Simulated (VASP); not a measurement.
Band structure of MoTe₂ (2H layered). Method: optB88-vdW, VASP's PBE PAW potentials (set 64) (plane waves; VASP).

Unless said otherwise, spin-orbit coupling is left out, though it shifts the bands of the heavy elements here.

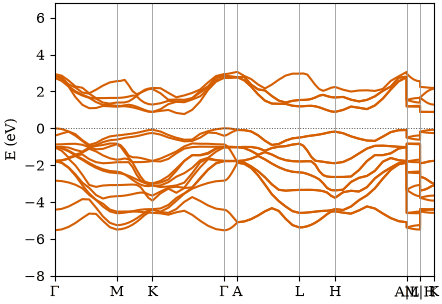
Fig. 1. Bands along high-symmetry lines, zero at the valence-band maximum or, without a gap, the Fermi level

Read the plot: is there a gap, and where are the band edges?

The gap is indirect, 0.77 eV, from the valence maximum at Γ to the conduction minimum at K-Γ at 0.44. (Edges off the drawn lines would not show.)

Measured: gap 1.06 eV at 4 K (computed value off by -0.29 eV), as given by Desman Perdamaian Gulo et al., Physical Review Materials (2023), doi:10.1103/physrevmaterials.7.044001.

The compound is MoTe2 in the 2H layered structure. It was relaxed first, which changed the volume by +5 %.
